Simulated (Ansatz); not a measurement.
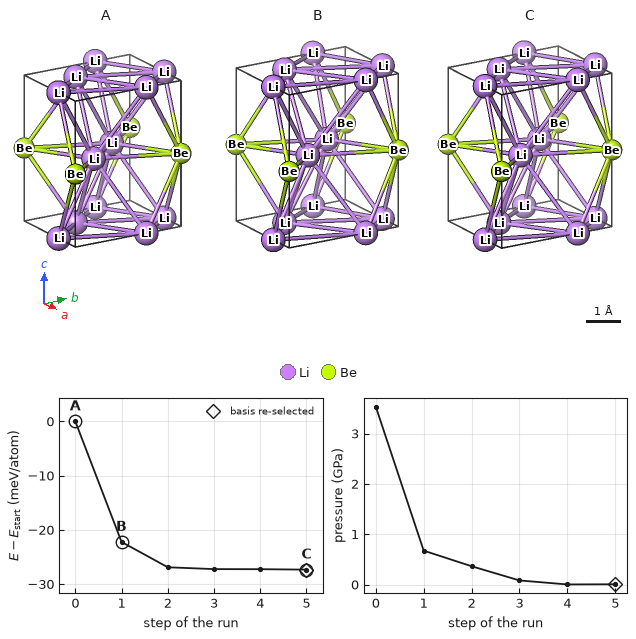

Frames of a relaxation of crystalline Li$_{5}$Be (a generated structure, set up in P-62m), marked on the history of the run. A ball-and-stick model of the cell of the calculation, seen slightly off an axis.

Computed with DFT PBE, scalar-relativistic, plane waves, PAW (Ansatz 0.2.0). Set-up: plane-wave cutoff 420 eV; k-point mesh 12 × 12 × 8; occupations gaussian; smearing width 0.1 eV; no spin polarisation; cell and atoms relaxed; force threshold 0.01 eV/Å; at most 80 steps.

### Describe the path.

Over 4 accepted moves (5 points after the start) the energy falls by 27.3 meV per atom. Largest force component: 0.31 eV/Å at the start, 0.00055 eV/Å at the end. Pressure: 3.54 GPa at the start and 0.01 GPa at the end. At 1 point the geometry stayed and the basis and grid were re-selected for the new cell (energy shift of 0.1 meV per atom at most each time). The largest moves relative to the cell, 0.090 Å, are those of Li atoms. Be stays in place. The volume changes by +14.5 %, with a = b 4.725 → 4.929 Å (+4.3 %), c 4.377 → 4.604 Å (+5.2 %). Near-neighbour distances that change, for instance: Li–Li 2.748 → 2.949 Å, Li–Li 2.703 → 2.863 Å, Li–Li 2.728 → 2.846 Å, Be–Li 2.728 → 2.846 Å. Bond angles that change, for instance: Li–Be–Li 109.3° → 112.8°, Li–Be–Li 60.1° → 57.3°. The space group stays P-62m (No. 189). From step 0 to 1: Li atoms move most (0.15 Å), volume +12.1 %, energy −22.2 meV per atom. From step 1 to 5: Li atoms move most (0.06 Å), volume +2.1 %, energy −5.1 meV per atom.
